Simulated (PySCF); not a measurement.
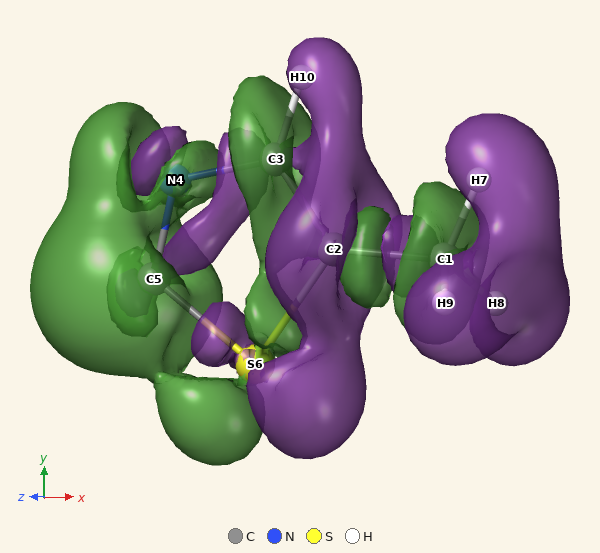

Figure. C$_{4}$H$_{4}$NS, doublet, SMILES `Cc1cn[c]s1`. Change of the electron density in a uniform field of 0.10 V/Å, surfaces at ±0.0006 e/Å³ (purple: gain, green: loss).

Level of theory: B3LYP/6-31+G* (PySCF), at a geometry from GFN2-xTB. No frequency check shows the geometry to be a minimum. The basis has diffuse s and p functions alone, which still leaves polarisabilities too small, most of all across bonds. The stability of the open-shell solution wasn't checked. GFN2-xTB bond lengths at metals and heavier atoms can be off by up to 0.1 Å and shapes distorted, which carries into these values. GFN2-xTB doesn't know the spin state, so this open-shell geometry is rough.

The field was applied in both directions; the picture shows the one opposite to the script's first.

Q: Along which Cartesian direction does the field point?

A: Along −x: electrons gather on the +x side, against the field.

Q: What dipole is induced, and what polarisability does it imply?

A: The induced dipole is 0.39 D (along the field); α along this axis, from the fields in both directions, is 77 bohr³ (11.4 Å³).
